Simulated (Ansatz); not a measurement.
**Cs2ScF6 (element-swapped structure): how the settings move a single-point run**

Question: which choices in the input matter for Cs2ScF6 (element-swapped structure)?

Computed with Ansatz 0.2.0 (reference: DFT PBE, plane waves, PAW, scalar-relativistic, no spin polarisation, unless a step's input says otherwise).

**1. The structure to begin with**

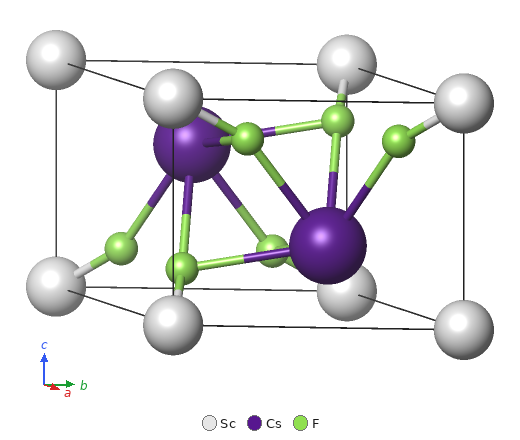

Start, viewed slightly off an axis; scandium white, caesium purple, fluorine green. Atoms on the faces are drawn again on the opposite ones.

Coordinates:

```cif
data_structure
_symmetry_space_group_name_H-M 'P 1'
_symmetry_Int_Tables_number 1
_cell_length_a 6.4379
_cell_length_b 6.4379
_cell_length_c 5.0375
_cell_angle_alpha 90.000
_cell_angle_beta 90.000
_cell_angle_gamma 60.000
_cell_volume 180.81
loop_
_atom_site_label
_atom_site_type_symbol
_atom_site_fract_x
_atom_site_fract_y
_atom_site_fract_z
_atom_site_occupancy
Sc1 Sc 0.00000 0.00000 0.00000 1
Cs1 Cs 0.33330 0.33340 0.69200 1
Cs2 Cs 0.66670 0.66660 0.30800 1
F1 F 0.16000 0.68000 0.19800 1
F2 F 0.16000 0.16000 0.19800 1
F3 F 0.68000 0.16000 0.19800 1
F4 F 0.84000 0.32000 0.80200 1
F5 F 0.32000 0.84000 0.80200 1
F6 F 0.84000 0.84000 0.80200 1
```

**2. Reference**

input.yaml

```yaml
crystal:
  lattice:
    - [3.218948, 5.57538, 0.0]
    - [-3.218948, 5.57538, 0.0]
    - [0.0, 0.0, 5.037478]
  atoms:
    - { symbol: Sc, position: [0.0, 0.0, 0.0] }
    - { symbol: Cs, position: [0.3333, 0.3334, 0.692] }
    - { symbol: Cs, position: [0.6667, 0.6666, 0.308] }
    - { symbol: F, position: [0.16, 0.68, 0.198] }
    - { symbol: F, position: [0.16, 0.16, 0.198] }
    - { symbol: F, position: [0.68, 0.16, 0.198] }
    - { symbol: F, position: [0.84, 0.32, 0.802] }
    - { symbol: F, position: [0.32, 0.84, 0.802] }
    - { symbol: F, position: [0.84, 0.84, 0.802] }
  symmetry: { tolerance: 0.0003 }
kpoints:
  mp_grid: { grid: [3, 3, 4], shift: [0, 0, 0] }
magnetization:
  spin_polarized: false
scf:
  occupations: { method: fermi_dirac }
hamiltonian:
  pseudopotentials: { kind: paw }
  xc: pbe
basis:
  ecutwfc: 420
output:
  forces: true
  stress: true
  eigenvalues: true
```

On the command line:

```sh
> ansatz run input.yaml --threads 1 --pin off --max-ram 2560MiB --backend cpu --events-out ev --progress --plain --runs-dir out
```

The program printed (excerpt; [...] marks lines left out):

```text
Warning: the atoms were moved onto the symmetric positions of the space group found under crystal.symmetry.tolerance 3.0e-4 (fractional; no operation is sought that the atoms, as they stand in a round, miss by more than twice it, and no atom is moved by as much as it), and the run uses [...]
Warning: RAYON_NUM_THREADS=1 ignored (pool sized by the plan → 1); use --threads N
[...]
Pseudopotentials: kind: paw
Pseudopotential: Sc, paw, valence charge 11, recommended cutoff 420 eV (normal), Sc.paw.azcp
Pseudopotential: Cs, paw, valence charge 9, recommended cutoff 420 eV (normal), Cs.paw.azcp
Pseudopotential: F, paw, valence charge 7, recommended cutoff 420 eV (normal), F.paw.azcp
Functional definition: PBE
[...]
Crystal: 9 atoms, lattice volume = 180.814 Å³
Basis set: ecut = 420 eV, 3533 PW (Γ), exchange–correlation on 90×90×72 points (8 copies of the dense FFT grid, shifted against one another)
Bands: 45, of which v1, the nominal top of the filled ones, is band 36 counted from 1 (35 counted from 0)
Symmetry: 12 space group operations
Space group: P-3m1 (ITA 164), of the structure as read, at distance tolerance 1.7e-3 Å
k-points: 10 of 36
[...]
SCF iter   1: F=—  HF=-18337.804821 eV  |F-HF|=—  |Δ(HF+E_count)|=         —  Δρ=3.60e-3  dr2=1.37e-2  ethr=1.77e-3  ⟨swp⟩=7.2  Hψ=2034  notcnv=0
[...]
SCF iter   6: F=-18337.802211 eV  HF=-18337.802211 eV  |F-HF|=2.70e-8  |Δ(HF+E_count)|=   3.72e-7  Δρ=6.96e-6  dr2=8.70e-8  ethr=1.41e-10  ⟨swp⟩=7.2  Hψ=2149  notcnv=0
[...]
SCF converged after 6 iterations
Free energy (F): -18337.802211 eV
[...]
E sigma→0 (E₀):  -18337.639552 eV
Entropy (-TS):   -0.325317 eV (-36.146 meV/atom)
Fermi energy:    1.095525 eV
[...]
--- Forces (eV/Å), atoms counted from 1 ---
  atom   1  Sc    -0.00000000    -0.00000000     0.00000000
  atom   2  Cs    -0.00000000    -0.00000000     0.06676618
  atom   3  Cs     0.00000000     0.00000000    -0.06676618
  atom   4  F     -0.24704905     0.14263384     0.21783108
  atom   5  F      0.00000000    -0.28526767     0.21783108
  atom   6  F      0.24704905     0.14263384     0.21783108
  atom   7  F      0.24704905    -0.14263384    -0.21783108
  atom   8  F     -0.24704905    -0.14263384    -0.21783108
[...]
--- Stress (GPa, compression-positive) ---
       -0.189827       0.000000       0.000000
       -0.000000      -0.189827       0.000000
        0.000000      -0.000000       1.094816
  P = ⅓ Tr σ = 0.2384 GPa (2.384 kbar)
--- Band table (eV; the first three rows and the last of 10) ---
[...]
```

Wall time 8.3 s (1 thread of Arm Neoverse N1, shared host); peak memory 0.44 GiB.

**3. Variant: n_extra_bands 32**

input.yaml: that of step 2 with these lines changed.

```diff
@@ -22,2 +22,3 @@
   occupations: { method: fermi_dirac }
+  n_extra_bands: 32
 hamiltonian:
```

On the command line:

```sh
> ansatz run input.yaml --threads 1 --pin off --max-ram 2560MiB --backend cpu --events-out ev --progress --plain --runs-dir out
```

The program printed (excerpt; [...] marks lines left out):

```text
Warning: the atoms were moved onto the symmetric positions of the space group found under crystal.symmetry.tolerance 3.0e-4 (fractional; no operation is sought that the atoms, as they stand in a round, miss by more than twice it, and no atom is moved by as much as it), and the run uses [...]
Warning: RAYON_NUM_THREADS=1 ignored (pool sized by the plan → 1); use --threads N
scf.n_extra_bands = 32 over 36 filled bands (N_el = 71.0): the run solves 68 bands
[...]
[... 5 set-up lines as earlier in the session ...]
[...]
Crystal: 9 atoms, lattice volume = 180.814 Å³
Basis set: ecut = 420 eV, 3533 PW (Γ), exchange–correlation on 90×90×72 points (8 copies of the dense FFT grid, shifted against one another)
[...]
SCF iter   7: F=-18337.802211 eV  HF=-18337.802211 eV  |F-HF|=5.25e-9  |Δ(HF+E_count)|=   3.79e-8  Δρ=2.24e-6  dr2=6.44e-9  ethr=1.41e-10  ⟨swp⟩=13.5  Hψ=3942  notcnv=0
[...]
SCF converged after 7 iterations
Free energy (F): -18337.802211 eV
[...]
E sigma→0 (E₀):  -18337.639552 eV
Entropy (-TS):   -0.325318 eV (-36.146 meV/atom)
Fermi energy:    1.095433 eV
[...]
--- Forces (eV/Å), atoms counted from 1 ---
  atom   1  Sc    -0.00000000     0.00000000     0.00000000
  atom   2  Cs    -0.00000000    -0.00000000     0.06664675
  atom   3  Cs    -0.00000000     0.00000000    -0.06664675
  atom   4  F     -0.24705352     0.14263642     0.21780975
  atom   5  F     -0.00000000    -0.28527283     0.21780975
  atom   6  F      0.24705352     0.14263642     0.21780975
  atom   7  F      0.24705352    -0.14263642    -0.21780975
  atom   8  F     -0.24705352    -0.14263642    -0.21780975
[...]
--- Stress (GPa, compression-positive) ---
       -0.190103      -0.000000       0.000000
        0.000000      -0.190103      -0.000000
        0.000000      -0.000000       1.094700
  P = ⅓ Tr σ = 0.2382 GPa (2.382 kbar)
--- Band table (eV; the first three rows and the last of 10) ---
[...]
```

Wall time 11 s (1 thread of Arm Neoverse N1, shared host); peak memory 0.47 GiB.

Same state: the changed band count leaves the energy within 0.5 meV/atom. Cost: 7 SCF cycles against 6.

**4. Changed: hubbard.sites [{species: Sc, l: d, u_eff: 2.0}], hubbard.double_counting amf**

input.yaml: that of step 2 with these lines changed.

```diff
@@ -25,2 +25,3 @@
   xc: pbe
+  hubbard: { sites: [{ species: Sc, l: d, u_eff: 2.0 }], double_counting: amf }
 basis:
```

On the command line:

```sh
> ansatz run input.yaml --threads 1 --pin off --max-ram 2560MiB --backend cpu --events-out ev --progress --plain --runs-dir out
```

The program printed (excerpt; [...] marks lines left out):

```text
Warning: the atoms were moved onto the symmetric positions of the space group found under crystal.symmetry.tolerance 3.0e-4 (fractional; no operation is sought that the atoms, as they stand in a round, miss by more than twice it, and no atom is moved by as much as it), and the run uses [...]
Warning: RAYON_NUM_THREADS=1 ignored (pool sized by the plan → 1); use --threads N
Sc: projections on atomic orbitals take those of the free atom [Ne] 3s2 3p6 3d1 4s2, of charge +0.00 (hamiltonian.pseudopotentials.projection_atoms); the dataset's partial waves leave at most 3.7e-7 of an orbital's norm unspanned inside its sphere
Cs: projections on atomic orbitals take those of the free atom [Kr 4d10] 5s2 5p6 6s1, of charge +0.00 (hamiltonian.pseudopotentials.projection_atoms); the dataset's partial waves leave at most 8.5e-6 of an orbital's norm unspanned inside its sphere
[...]
SCF converged after 10 iterations
Free energy (F): -18337.816812 eV
[...]
E sigma→0 (E₀):  -18337.654178 eV
Entropy (-TS):   -0.325270 eV (-36.141 meV/atom)
Fermi energy:    1.096462 eV
[...]
DFT+U double counting: amf (around mean field; hamiltonian.hubbard.double_counting)
--- Forces (eV/Å), atoms counted from 1 ---
  atom   1  Sc     0.00000000     0.00000000     0.00000000
  atom   2  Cs    -0.00000000    -0.00000000     0.06669063
  atom   3  Cs    -0.00000000     0.00000000    -0.06669063
  atom   4  F     -0.24575183     0.14188488     0.21670434
  atom   5  F      0.00000000    -0.28376977     0.21670434
  atom   6  F      0.24575183     0.14188488     0.21670434
  atom   7  F      0.24575183    -0.14188488    -0.21670434
  atom   8  F     -0.24575183    -0.14188488    -0.21670434
[...]
--- Stress (GPa, compression-positive) ---
       -0.186723       0.000000       0.000000
        0.000000      -0.186723      -0.000000
       -0.000000      -0.000000       1.083093
  P = ⅓ Tr σ = 0.2365 GPa (2.365 kbar)
--- Band table (eV; the first three rows and the last of 10) ---
[...]
Occupation matrices written to <dir>
```

Wall time 14 s (1 thread of Arm Neoverse N1, shared host); peak memory 0.48 GiB.

Changing the Hubbard U moves the energy by -1.6 meV/atom. The U term adds an energy of its own, so the shift says nothing about which run is better. Cost: 10 SCF cycles against 6, 14 s against 8.3 s.

**5. The same system, input altered**

input.yaml: that of step 2 with these lines changed.

```diff
@@ -25,2 +25,3 @@
   xc: pbe
+  hubbard: { sites: [{ species: Sc, l: d, u_eff: 5.0 }], double_counting: amf }
 basis:
@@ -31 +32,3 @@
   eigenvalues: true
+total_charge: 1
+accuracy: medium
```

On the command line:

```sh
> ansatz run input.yaml --threads 1 --pin off --max-ram 2560MiB --backend cpu --events-out ev --progress --plain --runs-dir out
```

The program printed (excerpt; [...] marks lines left out):

```text
Warning: the atoms were moved onto the symmetric positions of the space group found under crystal.symmetry.tolerance 3.0e-4 (fractional; no operation is sought that the atoms, as they stand in a round, miss by more than twice it, and no atom is moved by as much as it), and the run uses [...]
Warning: RAYON_NUM_THREADS=1 ignored (pool sized by the plan → 1); use --threads N
Sc: projections on atomic orbitals take those of the free atom [Ne] 3s2 3p6 3d1 4s2, of charge +0.00 (hamiltonian.pseudopotentials.projection_atoms); the dataset's partial waves leave at most 3.7e-7 of an orbital's norm unspanned inside its sphere
Cs: projections on atomic orbitals take those of the free atom [Kr 4d10] 5s2 5p6 6s1, of charge +0.00 (hamiltonian.pseudopotentials.projection_atoms); the dataset's partial waves leave at most 8.5e-6 of an orbital's norm unspanned inside its sphere
[...]
SCF converged after 10 iterations
Free energy (F): -18338.586379 eV
[...]
E sigma→0 (E₀):  -18338.327520 eV
Entropy (-TS):   -0.517718 eV (-57.524 meV/atom)
Fermi energy:    0.402917 eV
[...]
DFT+U double counting: amf (around mean field; hamiltonian.hubbard.double_counting)
--- Forces (eV/Å), atoms counted from 1 ---
  atom   1  Sc    -0.00000000     0.00000000     0.00000000
  atom   2  Cs     0.00000000    -0.00000000    -0.00165148
  atom   3  Cs     0.00000000     0.00000000     0.00165148
  atom   4  F     -0.18235051     0.10528012     0.08762655
  atom   5  F      0.00000000    -0.21056023     0.08762655
  atom   6  F      0.18235051     0.10528012     0.08762655
  atom   7  F      0.18235051    -0.10528012    -0.08762655
  atom   8  F     -0.18235051    -0.10528012    -0.08762655
[...]
--- Stress (GPa, compression-positive) ---
        3.647050       0.000000       0.000000
        0.000000       3.647050      -0.000000
        0.000000      -0.000000       3.767118
  P = ⅓ Tr σ = 3.6871 GPa (36.871 kbar)
--- Band table (eV; the first three rows and the last of 10) ---
[...]
Occupation matrices written to <dir>
```

Wall time 14 s (1 thread of Arm Neoverse N1, shared host); peak memory 0.49 GiB.

**6. A look at that input**

This run ends as converged, with warnings (structure snapped to symmetry). Its log warns: «the atoms were moved onto the symmetric positions of the space group found under crystal.symmetry.tolerance 3.0e-4 (fractional; no operation is sought that the atoms ...»

Look at the input: total_charge is 1. The typed charge changes the electron count, so this is no longer the system that was meant.

To undo it: delete total_charge (the default then holds).

After a change of charge the difference of the totals has no physical meaning; the pressure goes from 0.2 to 3.7 GPa and the largest force goes from 0.36 to 0.23 eV/Å. The Hubbard U and accuracy level changed too. Cost: 10 SCF cycles against 6, 14 s against 8.3 s.

**7. A further run, with the input changed**

input.yaml: that of step 2 with these lines changed.

```diff
@@ -31 +31,2 @@
   eigenvalues: true
+total_charge: -1
```

On the command line:

```sh
> ansatz run input.yaml --threads 1 --pin off --max-ram 2560MiB --backend cpu --events-out ev --progress --plain --runs-dir out
```

The program printed (excerpt; [...] marks lines left out):

```text
Warning: the atoms were moved onto the symmetric positions of the space group found under crystal.symmetry.tolerance 3.0e-4 (fractional; no operation is sought that the atoms, as they stand in a round, miss by more than twice it, and no atom is moved by as much as it), and the run uses [...]
Warning: RAYON_NUM_THREADS=1 ignored (pool sized by the plan → 1); use --threads N
[...]
[... 5 set-up lines as earlier in the session ...]
[...]
Crystal: 9 atoms, lattice volume = 180.814 Å³
Basis set: ecut = 420 eV, 3533 PW (Γ), exchange–correlation on 90×90×72 points (8 copies of the dense FFT grid, shifted against one another)
Bands: 45, of which v1, the nominal top of the filled ones, is band 36 counted from 1 (35 counted from 0)
[... 1 set-up line as earlier in the session ...]
[...]
SCF iter   1: F=—  HF=-18336.611263 eV  |F-HF|=—  |Δ(HF+E_count)|=         —  Δρ=2.75e-2  dr2=9.23e-1  ethr=1.77e-3  ⟨swp⟩=7.3  Hψ=2059  notcnv=0
[...]
SCF iter   8: F=-18336.297720 eV  HF=-18336.297720 eV  |F-HF|=1.20e-8  |Δ(HF+E_count)|=   2.21e-7  Δρ=1.68e-6  dr2=7.42e-9  ethr=1.39e-10  ⟨swp⟩=10.2  Hψ=1866  notcnv=0
[...]
SCF converged after 8 iterations
Free energy (F): -18336.297720 eV
[...]
E sigma→0 (E₀):  -18336.297720 eV
Fermi energy:    4.875905 eV
[...]
--- Forces (eV/Å), atoms counted from 1 ---
  atom   1  Sc    -0.00000000     0.00000000     0.00000000
  atom   2  Cs     0.00000000    -0.00000000     0.14296443
  atom   3  Cs     0.00000000     0.00000000    -0.14296443
  atom   4  F     -0.22612115     0.13055111     0.39937551
  atom   5  F      0.00000000    -0.26110221     0.39937551
  atom   6  F      0.22612115     0.13055111     0.39937551
  atom   7  F      0.22612115    -0.13055111    -0.39937551
  atom   8  F     -0.22612115    -0.13055111    -0.39937551
[...]
--- Stress (GPa, compression-positive) ---
       -4.411083      -0.000000       0.000000
        0.000000      -4.411083       0.000000
       -0.000000       0.000000      -1.916389
  P = ⅓ Tr σ = -3.5795 GPa (-35.795 kbar)
--- Band table (eV; the first three rows and the last of 10) ---
[...]
```

Run time: 8.7 s. Hardware: 1 thread of Arm Neoverse N1, shared host; peak memory 0.44 GiB.

**8. Checking the result**

The run converged and reported no error, with warnings (structure snapped to symmetry). Its log warns: «the atoms were moved onto the symmetric positions of the space group found under crystal.symmetry.tolerance 3.0e-4 (fractional; no operation is sought that the atoms ...»

The suspect setting: total_charge is -1. With this charge the calculation describes a differently charged system.

To undo it: delete total_charge (the default then holds).

Total energies don't compare across a change of charge; the pressure goes from 0.2 to -3.6 GPa, a gap of 6.36 eV opens on the mesh and the largest force goes from 0.36 to 0.48 eV/Å. A charged periodic cell is neutralised by a uniform background, so its energy and pressure also depend on the cell's size.

**9. Side by side**

```csv
run,ending,energy change,pressure (GPa),gap (eV),force (eV/Å),cycles,time
reference,converged,0,0.2,0.00,0.36,6,8.3 s
1: n_extra_bands 32,converged,0.0 meV/atom,0.2,0.00,0.36,7,11 s
"2: hubbard.sites [{species: Sc, l: d, u_eff: 2.0}], hubbard.double_counting amf",converged,-1.6 meV/atom (U changed: no physical gain or loss),0.2,0.00,0.36,10,14 s
"3: hubbard.sites [{species: Sc, l: d, u_eff: 5.0}], hubbard.double_counting amf, total_charge 1, accuracy medium",converged,not comparable,3.7,0.00,0.23,10,14 s
4: total_charge -1,converged,not comparable,-3.6,6.36,0.48,8,8.7 s
```

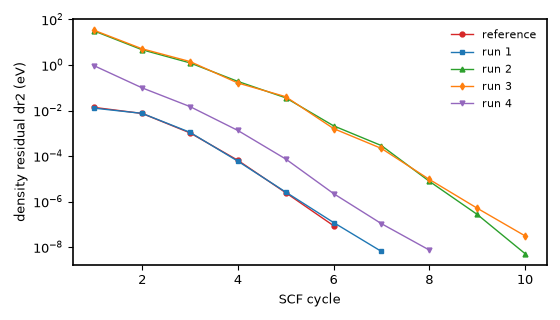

Residual by cycle in the longest SCF loop of each run; runs are numbered as in the table.

«n_extra_bands 32» leaves the energy as it was. A changed U is a change of model: its shifts are not errors of convergence.

The reference is no final answer either: it is run without spin, though an odd electron count or open d shells could carry moments; its mesh is coarse for a cell with so small a gap or none; the structure is made up and not relaxed.
